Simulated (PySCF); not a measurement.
**C₄H₇N, SMILES `N[C@]12C[CH]1C2`: what the electrons do**

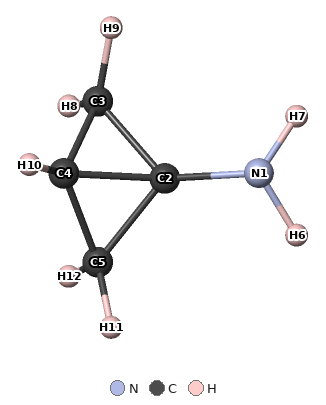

The molecule, with its atoms numbered as below. No frequency check shows the geometry to be a minimum.

Coordinates in Å:

```
N1      -1.7012   -0.0001   -0.1532
C2      -0.3129   -0.0001    0.1328
C3       0.6653    1.1165    0.2905
C4       0.9321    0.0001   -0.6823
C5       0.6657   -1.1163    0.2905
H6      -2.1506   -0.8262    0.2237
H7      -2.1509    0.8254    0.2236
H8       1.2677    1.1828    1.1930
H9       0.3882    2.0812   -0.1174
H10      1.1956    0.0000   -1.7158
H11      0.3890   -2.0811   -0.1173
H12      1.2681   -1.1824    1.1930
```

Part 1: Bonding charge

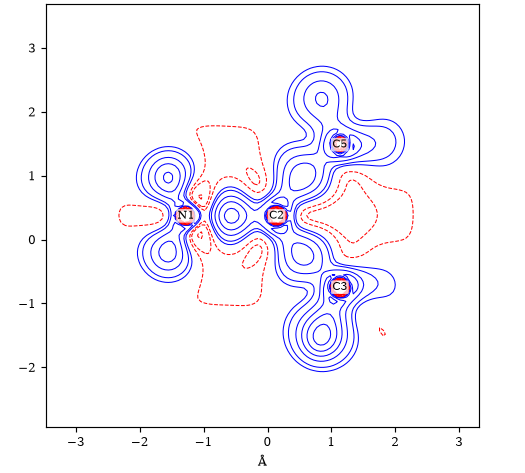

Deformation density (molecule less spherical, spin-averaged free atoms) in the plane of N1, C2, C3 and C5; contours at ±0.05 to ±0.8 e/Å³; solid blue lines: gain, dashed red lines: loss.

PySCF calculation, ωB97X/aug-cc-pVDZ, gas phase; geometry: GFN2-xTB.

**How much density has each bond in this plane gained at its critical point, relative to the free atoms?**

N1–C2: +0.39 e/Å³ at the bond critical point (bond length 1.42 Å). C2–C5 and C2–C3: +0.37 e/Å³ at the bond critical point (bond length 1.49 Å). In all, 2.8 electrons gather in the regions of gain relative to the promolecule.

**Where do the Hirshfeld charges lie?**

The highest Hirshfeld charge is on H6 and H7 (+0.12 e), the lowest on N1 (−0.23 e).

```
atom  charge (e)
  N1       −0.23
  C2       +0.03
  C3       −0.10
  C4       −0.08
  C5       −0.10
  H6       +0.12
  H7       +0.12
  H8       +0.04
  H9       +0.05
 H10       +0.07
 H11       +0.05
 H12       +0.04
```

Part 2: Electrostatic potential

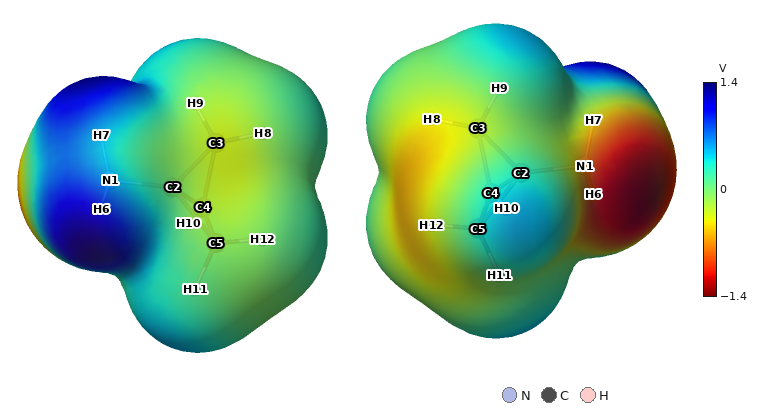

Electrostatic potential on the surface of electron density 0.001 a.u. (back view left, front view right).

**Where are the extremes of the potential on the surface?**

Highest: 1.32 V, 1.2 Å from H6, and at like points elsewhere. Further maxima include 0.59 V, 1.3 Å from H10; 0.54 V, 1.3 Å from H11. Lowest: −1.38 V, 2.0 Å from N1. Further minima include −0.62 V, 2.0 Å from C4; −0.34 V, near C2 (2.02 Å), H12 (2.03 Å) and H8 (2.12 Å). The surface is sampled at points, so like sites can differ by a few per cent and only the strongest of them is named.

Part 3: In an electric field

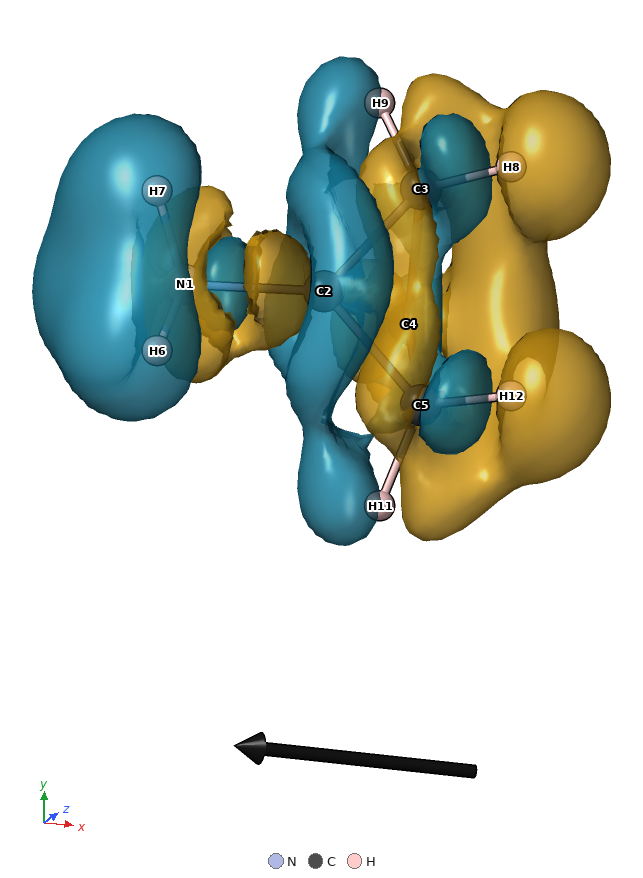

Change of the electron density in a uniform field of 0.10 V/Å along −x (arrow), surfaces at ±0.0006 e/Å³ (yellow: gain, teal: loss).

Computed with PySCF, r2SCAN/aug-cc-pVDZ, geometry: GFN2-xTB.

The field was applied in both directions; the picture shows the one opposite to the script's first.

**What dipole is induced, and what polarisability does it imply?**

The induced dipole is 0.30 D (along the field); α along this axis, from the fields in both directions, is 60 bohr³ (8.9 Å³).

Part 4: Stretching a bond

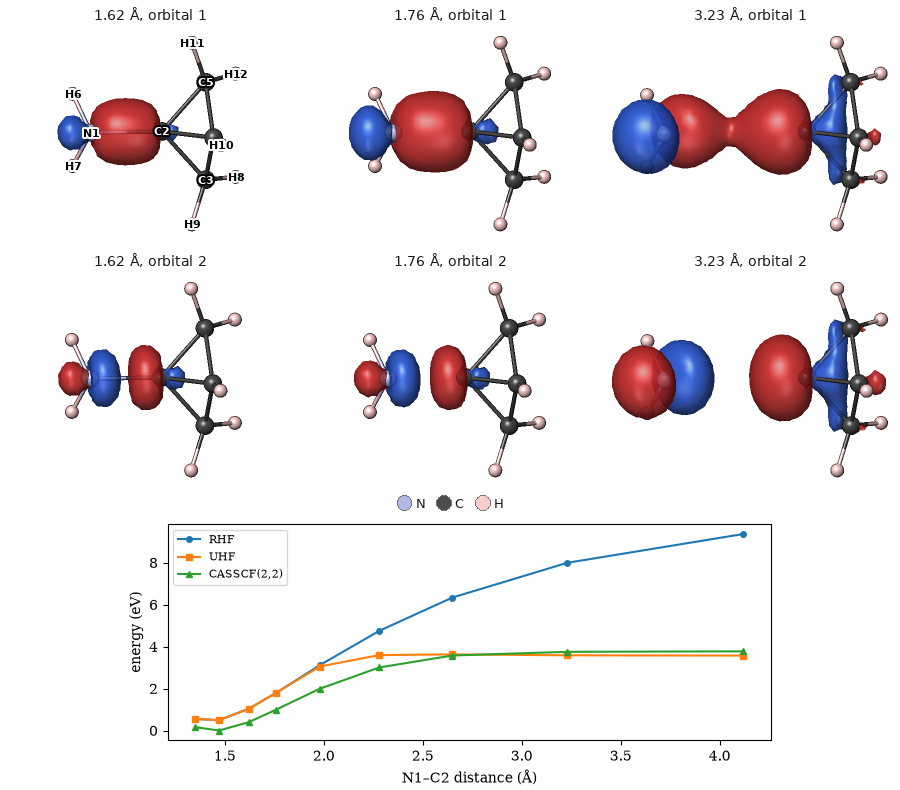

Rigid stretch of the N1–C2 bond. The two CASSCF(2,2) natural orbitals nearest half filling (orbital 1 the more occupied). Below: energies along the scan, from the lowest point of the three curves.

Method: 6-31G* basis; geometry: GFN2-xTB; program: PySCF.

**How do the occupations change along the stretch?**

1.62 Å: 1.97 and 0.03; 1.76 Å: 1.95 and 0.05; 3.23 Å: 1.19 and 0.81. At the longest distance computed (4.12 Å) they are 1.04 and 0.96, and the effective number of unpaired electrons is 2.0.

**Where does the UHF solution part from RHF?**

Between 1.76 Å (⟨S²⟩ = 0, the two coincide) and 1.98 Å (⟨S²⟩ = 0.26); at 4.12 Å ⟨S²⟩ is 1.02 and UHF lies 5.8 eV below RHF.

**How much energy does the stretch cost?**

By CASSCF, 3.8 eV from the lowest point of the scan (1.47 Å) to 4.12 Å; RHF gives 8.9 eV from its own lowest point. The fragments aren't relaxed and dynamic correlation is missing, so this isn't a bond dissociation energy.

The PySCF runs shown took 23 s, 92 s and 2.6 min on 1 thread of Intel(R) Xeon(R) Platinum 8488C (Sapphire Rapids), on a shared host.
